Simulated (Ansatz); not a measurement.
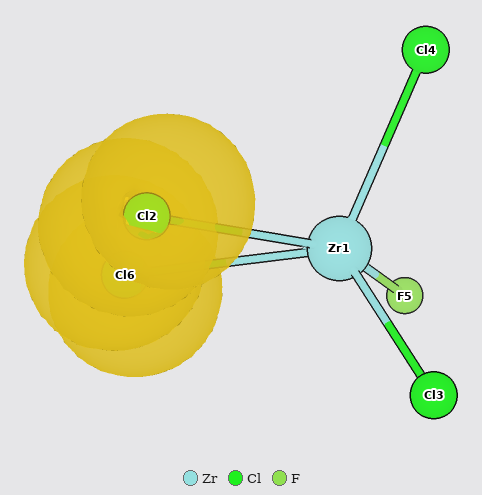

Figure 1: Cl₄FZr (doublet). Isosurfaces of the spin density at +0.02 (yellow) and −0.02 e/Å³ (cyan), seen from one side.

Core potentials replace the inner electrons of Zr.

The calculation used UKS PBE/def2-SVP (Ansatz 0.2.0).

```xyz
6

Zr   -0.0290   -0.0503    0.6600
Cl    0.9959    1.6122    2.3523
Cl    1.9798   -0.3915   -0.4941
Cl   -1.3750    1.5041   -0.4543
F    -0.9393   -1.6878    0.3452
Cl   -0.3755   -0.5461    3.1331
```

### Describe the spin distribution.

The unpaired spin (1 electron) lies mostly on Cl2 (about 0.5) and Cl6 (about 0.5), in electrons by Hirshfeld's partition. Only one sign reaches the isovalue.
